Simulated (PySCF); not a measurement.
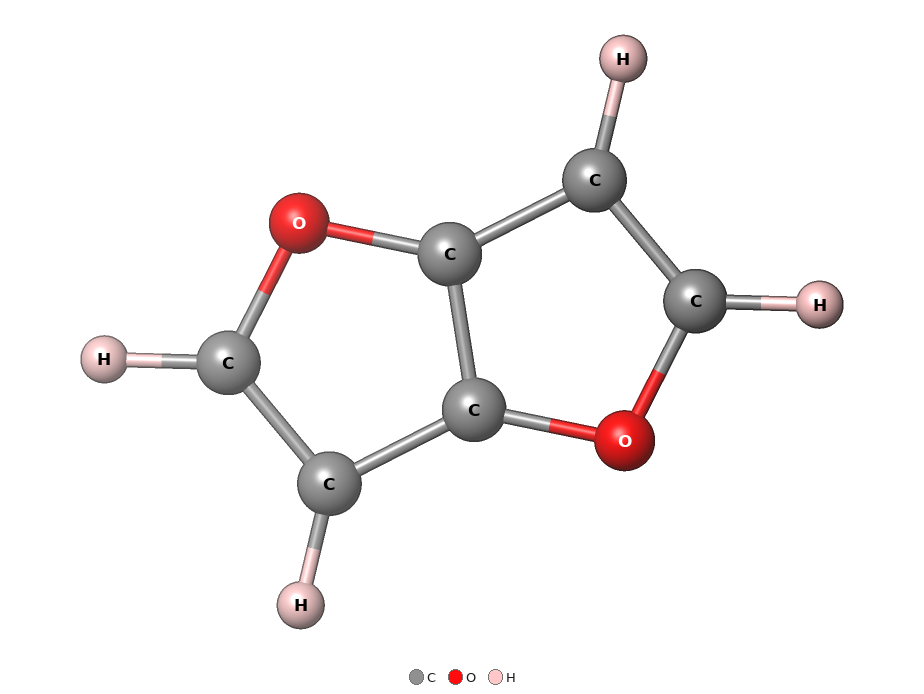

All atoms lie in one plane, which faces the viewer. The computed structure is the end point of a PBE0-D3(BJ)/def2-SVP optimisation. No frequency run is at hand to confirm it as a minimum.

**List the symmetry elements and name the point group.**

It has 1 C2 axis, 1 mirror plane and a centre of inversion, so the point group is C2h. The group has 4 operations. The geometry is achiral, and symmetry forbids a dipole moment.
